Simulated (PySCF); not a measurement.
**Si₂AsH₇: electronic excitations and core binding energies**

What electronic excitations and core binding energies should Si₂AsH₇ (`[SiH3][AsH][SiH3]`) show?

Computed with PySCF 2.14.0, with density-fitted response routines of our own, on a single molecule in the gas phase. Atoms are numbered from 0 throughout.

**1. The starting structure**

10 atoms, charge 0, multiplicity 1; geometry from: GFN2-xTB.

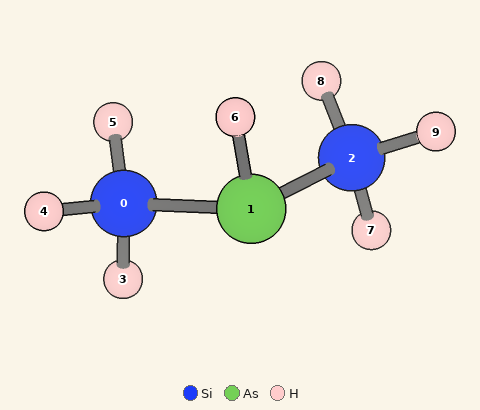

The starting geometry (silicon blue, arsenic green, hydrogen pink), atoms numbered; sticks join atoms by distance.

**2. Ultraviolet spectrum: CAM-B3LYP/def2-SVPD**

What the job is given:

```
{"job": {"kind": "uv", "xc": "CAM-B3LYP", "basis": "def2-SVPD", "nstates": 8, "ntriplets": 3}, "charge": 0, "multiplicity": 1}
Si    -1.751130    -0.068290     0.102310
As     0.071597     1.264074     0.634752
Si     1.742729    -0.239287     0.063633
H     -1.946483    -1.081731     1.148106
H     -2.972587     0.745881     0.047817
H     -1.651558    -0.780924    -1.179626
H      0.081041     1.926008    -0.718969
H      1.855679    -1.253551     1.121182
H      1.540485    -0.952543    -1.206146
H      3.039110     0.445017    -0.035586
```

Method: TDDFT CAM-B3LYP/def2-SVPD, vertical, gas phase, core orbitals frozen in the response.

The log of the run:

```text
coarse grid: 37464 points
cycle   1  E = -2818.7206031993  dE = -8.906e-01  |g| = 2.412e-01  |ddm| = 3.325e+00
cycle   2  E = -2818.7311748653  dE = -1.057e-02  |g| = 1.410e-01  |ddm| = 4.361e-01
cycle   3  E = -2818.7344015217  dE = -3.227e-03  |g| = 1.928e-02  |ddm| = 2.079e-01
cycle   4  E = -2818.7345055996  dE = -1.041e-04  |g| = 6.508e-03  |ddm| = 6.004e-02
cycle   5  E = -2818.7345158618  dE = -1.026e-05  |g| = 1.567e-03  |ddm| = 1.544e-02
cycle   6  E = -2818.7345168076  dE = -9.458e-07  |g| = 3.078e-04  |ddm| = 3.690e-03
final grid: 74536 points
cycle   7  E = -2818.7344941209  dE = -6.856e-08  |g| = 1.928e-04  |ddm| = 1.993e-03
cycle   8  E = -2818.7344941300  dE = -9.089e-09  |g| = 1.486e-04  |ddm| = 6.216e-04
cycle   9  E = -2818.7344941363  dE = -6.290e-09  |g| = 2.028e-05  |ddm| = 2.577e-04
cycle  10  E = -2818.7344941365  dE = -1.874e-10  |g| = 9.375e-06  |ddm| = 5.989e-05
converged SCF energy = -2818.7344941365

Static polarisability (au): isotropic 90.705, principal 75.225 88.075 108.817

Singlet excitations
state   eV       nm        f      main configurations
  1   6.1234    202.5   0.01122   H->L 0.55, H->L+1 0.27, H->L+5 0.14
  2   6.2643    197.9   0.09111   H->L+1 0.58, H->L 0.37
  3   6.5524    189.2   0.08669   H->L+2 0.84
  4   6.8048    182.2   0.04535   H->L+3 0.92
  5   7.1299    173.9   0.00053   H->L+4 0.91
  6   7.4390    166.7   0.01283   H-1->L 0.76
  7   7.6477    162.1   0.02528   H->L+5 0.56, H-1->L+2 0.16, H->L+6 0.10
  8   7.6760    161.5   0.40150   H-1->L+1 0.60, H-1->L 0.16, H-1->L+3 0.12

Triplet excitations (Tamm-Dancoff, eV): 5.4384 5.6231 5.8894
```

Wall time 15 s (1 thread, shared host).

Frontier orbitals and where they lie:

```
orbital      eV                         atoms
 HOMO−3  -11.26   Si2 22 %, Si0 22 %, H8 16 %
 HOMO−2  -10.67   As1 26 %, H6 18 %, Si0 14 %
 HOMO−1   -9.86  As1 36 %, Si0 20 %, Si2 20 %
   HOMO   -8.62  As1 62 %, Si2 12 %, Si0 12 %
   LUMO    0.75  As1 27 %, Si0 19 %, Si2 19 %
 LUMO+1    0.78  As1 27 %, Si0 19 %, Si2 18 %
 LUMO+2    0.84  As1 26 %, Si2 23 %, Si0 21 %
```

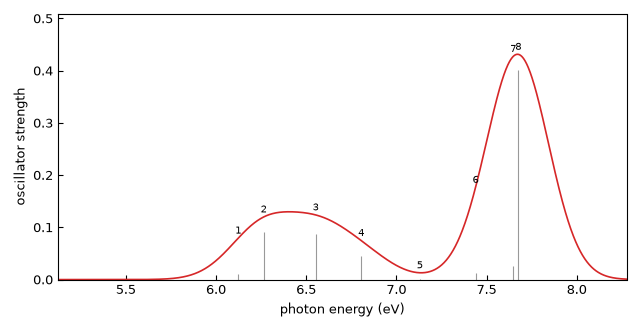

Absorption spectrum from the 8 singlet states computed; above the last one it falls off for lack of states. Lines are broadened to a width of 0.40 eV (Gaussian).

Further results of this job:

```
           property  computed
  dipole moment (D)      0.37
polarisability (Å³)     13.44
 HOMO–LUMO gap (eV)      9.36
      −ε(HOMO) (eV)      8.62
```

**3. X-ray photoelectron lines: SCAN, X2C**

The job, as its differences from that of step 2:

```diff
@@ -1,2 +1,2 @@
-{"job": {"kind": "uv", "xc": "CAM-B3LYP", "basis": "def2-SVPD", "nstates": 8, "ntriplets": 3}, "charge": 0, "multiplicity": 1}
+{"job": {"kind": "xps"}, "charge": 0, "multiplicity": 1}
 Si    -1.751130    -0.068290     0.102310
```

Level: delta-SCF UKS SCAN, pcX-2 on the ionised atom, pcseg-1 elsewhere, spin-free X2C.

The log of the run:

```text
ground state, core basis on atom 0 (Si), 140 functions
  cycle   1  E = -2839.78736606  |g| = 1.70e-01
  cycle   2  E = -2839.79008105  |g| = 1.36e-01
  cycle   3  E = -2839.79561839  |g| = 4.81e-02
  cycle   4  E = -2839.79649693  |g| = 7.19e-03
  cycle   5  E = -2839.79652089  |g| = 1.29e-03
  cycle   6  E = -2839.79651879  |g| = 6.21e-04
  cycle   7  E = -2839.79651666  |g| = 1.16e-04
  E(ground) = -2839.71787488 Eh
hole in Si 1s of atom 0
  cycle   1  E = -2770.86519510  |g| = 4.35e+00
  cycle   2  E = -2770.78816005  |g| = 2.18e+00
  cycle   3  E = -2771.35627100  |g| = 8.54e-01
  cycle   4  E = -2771.84087322  |g| = 3.46e-01
  cycle   5  E = -2771.93296216  |g| = 7.20e-02
  cycle   6  E = -2771.93593344  |g| = 3.19e-02
  cycle   7  E = -2771.93668254  |g| = 1.06e-02
  cycle   8  E = -2771.93676408  |g| = 2.31e-03
  cycle   9  E = -2771.93676887  |g| = 5.80e-04
  cycle  10  E = -2771.93676887  |g| = 2.09e-04
  E(ion) = -2771.86564990 Eh   <S^2> = 0.7525   hole on atom = 1.000   binding energy = 1846.353 eV
hole in Si 2p of atom 0
  cycle   1  E = -2835.52211013  |g| = 1.23e+00
  cycle   2  E = -2835.23425500  |g| = 1.18e+00
  cycle   3  E = -2835.77021073  |g| = 3.21e-01
  cycle   4  E = -2835.84963033  |g| = 1.05e-01
  cycle   5  E = -2835.85788516  |g| = 2.67e-02
  cycle   6  E = -2835.85837422  |g| = 8.78e-03
  cycle   7  E = -2835.85842938  |g| = 2.66e-03
  cycle   8  E = -2835.85843500  |g| = 4.43e-04
  E(ion) = -2835.79109772 Eh   <S^2> = 0.7528   hole on atom = 1.002   binding energy = 106.853 eV
  2p3/2 = 106.634 eV   2p1/2 = 107.257 eV
```

Run time: 7.4 s. Hardware: 1 thread, shared host.

The holes in one table. −ε is the ground-state orbital energy:

```
       hole  stands for                environment  ΔSCF (eV; 2p as the shell's mean)  −ε (eV)   ⟨S²⟩
Si1s on Si0    Si0, Si2  silicon bonded to As, 3 H                            1846.35   1793.5  0.752
Si2p on Si0    Si0, Si2  silicon bonded to As, 3 H                             106.84     96.4  0.753
```

Each hole run stands for the others of its class of like atoms.

With the spin-orbit splitting: Si0 2p3/2 106.63, 2p1/2 107.26 eV. The table gives each 2p level as the mean over the whole 2p shell (two parts 2p3/2, one part 2p1/2), which differs a little from the single hole in the log.

**4. Outcome**

| quantity | value |
| --- | --- |
| lowest singlet (CAM-B3LYP/def2-SVPD) | 6.12 eV (202 nm), f = 0.011 |
| brightest single state of those computed | state 8, 7.68 eV, f = 0.402 |
| lowest triplet | 5.44 eV |
| Si1s binding energies, SCAN/pcX-2 | Si0 1846.35 eV |
| Si2p binding energies, SCAN/pcX-2 | Si0 106.84 eV |

In words: The lowest singlet, at 6.12 eV, is HOMO→LUMO 0.55, HOMO→LUMO+1 0.27 and is weak; of the 8 states computed, the strongest absorption comes from state 8 at 7.68 eV (the last computed, so partners may be missing). The lowest triplet lies 0.69 eV below the lowest singlet (triplets in Tamm-Dancoff, singlets in full TDDFT).
